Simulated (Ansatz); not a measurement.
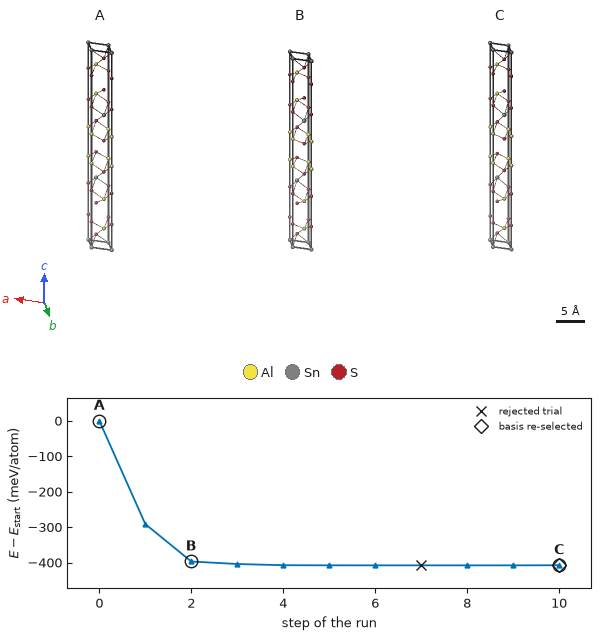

Frames of a relaxation of a crystal of Al₂SnS₄ (built on the Bi2PbSe4-166 type type), marked on the history of the run. A ball-and-stick model of the conventional cell (3 times the calculation's cell), seen from a free direction. Lengths and directions refer to the drawn axes.

These are results of DFT, PBEsol, plane waves, PAW in Ansatz 0.2.0, not measurements.

The input:
```yaml
crystal:
  lattice:
    - [1.97126506, 1.13811041, 12.75636944]
    - [-1.97126506, 1.13811041, 12.75636944]
    - [0.0, -2.27622082, 12.75636944]
  atoms:
    - { symbol: Al, position: [0.57432188, 0.57432188, 0.57432188] }
    - { symbol: Al, position: [0.42567812, 0.42567812, 0.42567812] }
    - { symbol: Sn, position: [0.0, 0.0, 0.0] }
    - { symbol: S, position: [0.87074534, 0.87074534, 0.87074534] }
    - { symbol: S, position: [0.71198786, 0.71198786, 0.71198786] }
    - { symbol: S, position: [0.28801214, 0.28801214, 0.28801214] }
    - { symbol: S, position: [0.12925466, 0.12925466, 0.12925466] }
kpoints:
  mp_grid: { grid: [6, 6, 6] }
hamiltonian:
  xc: pbesol
scf:
  occupations: { method: fermi_dirac, width: 0.03 }
relax:
  f_tol: 0.01
  cell: {}
  max_steps: 120
```

Command:
```bash
ansatz run input.yaml --threads 4 --pin off --max-ram 4608MiB --backend cpu --events-out ev --progress --plain --runs-dir out
```

Question: What happens along the run?

Answer: Over 8 accepted moves (10 points after the start) the energy falls by 407 meV per atom. Largest force component: 2.8 eV/Å at the start, 0.0014 eV/Å at the end. The pressure goes from −12.22 to −0.01 GPa. The line search rejected the trial step at point 7 of the run. The SCF was repeated once at an unchanged geometry on a basis and grid sized afresh for the cell, which shifted the energy by 0.3 meV per atom at most. The largest moves relative to the cell, 0.30 Å, are those of S4 and S7. S4 goes along +c. By element the largest moves are S 0.30 Å, Al 0.01 Å. Sn stays in place. The volume changes by −18.1 %, with a = b 3.943 → 3.569 Å (−9.5 %), c 38.269 → 38.221 Å (−0.1 %). Among the contacts that change: Al1–S4 2.679 → 2.336 Å, Al1–S6 2.902 → 2.593 Å, Sn3–S5 2.862 → 2.846 Å. Bond angles that change, for instance: Sn3–S6–Sn3 87.1° → 77.7°, S5–Sn3–S5 87.1° → 77.7°, S5–Sn3–S6 92.9° → 102.3°. The space group stays R-3m (No. 166). Cost: 50 s on 4 threads of Arm Neoverse N1 (shared host), peak memory 0.57 GiB. From step 0 to 2: S atoms move most (0.27 Å), volume −18.8 %, energy −397 meV per atom. From step 2 to 10: Al atoms move most (0.04 Å), volume +0.8 %, energy −10.6 meV per atom.

```json
{"step": "0", "E − E(0), meV/atom": "0.00", "largest force component, eV/Å": "2.7975", "pressure, GPa": "-12.22", "volume, Å³/atom": "24.531", "note": ""}
{"step": "1", "E − E(0), meV/atom": "-291.14", "largest force component, eV/Å": "0.9500", "pressure, GPa": "-8.05", "volume, Å³/atom": "22.380", "note": ""}
{"step": "2", "E − E(0), meV/atom": "-396.74", "largest force component, eV/Å": "0.3540", "pressure, GPa": "0.27", "volume, Å³/atom": "19.930", "note": ""}
{"step": "3", "E − E(0), meV/atom": "-403.83", "largest force component, eV/Å": "0.3763", "pressure, GPa": "0.31", "volume, Å³/atom": "19.368", "note": ""}
{"step": "4", "E − E(0), meV/atom": "-407.22", "largest force component, eV/Å": "0.0947", "pressure, GPa": "0.12", "volume, Å³/atom": "19.755", "note": ""}
{"step": "5", "E − E(0), meV/atom": "-407.54", "largest force component, eV/Å": "0.0032", "pressure, GPa": "0.01", "volume, Å³/atom": "19.908", "note": ""}
{"step": "6", "E − E(0), meV/atom": "-407.60", "largest force component, eV/Å": "0.0126", "pressure, GPa": "0.03", "volume, Å³/atom": "20.005", "note": ""}
{"step": "7", "E − E(0), meV/atom": "-407.48", "largest force component, eV/Å": "0.0885", "pressure, GPa": "-0.21", "volume, Å³/atom": "20.084", "note": "rejected"}
{"step": "8", "E − E(0), meV/atom": "-407.61", "largest force component, eV/Å": "0.0014", "pressure, GPa": "0.00", "volume, Å³/atom": "20.040", "note": ""}
{"step": "9", "E − E(0), meV/atom": "-407.61", "largest force component, eV/Å": "0.0015", "pressure, GPa": "0.00", "volume, Å³/atom": "20.081", "note": ""}
{"step": "10", "E − E(0), meV/atom": "-407.33", "largest force component, eV/Å": "0.0014", "pressure, GPa": "-0.01", "volume, Å³/atom": "20.081", "note": "same geometry, new basis"}
```
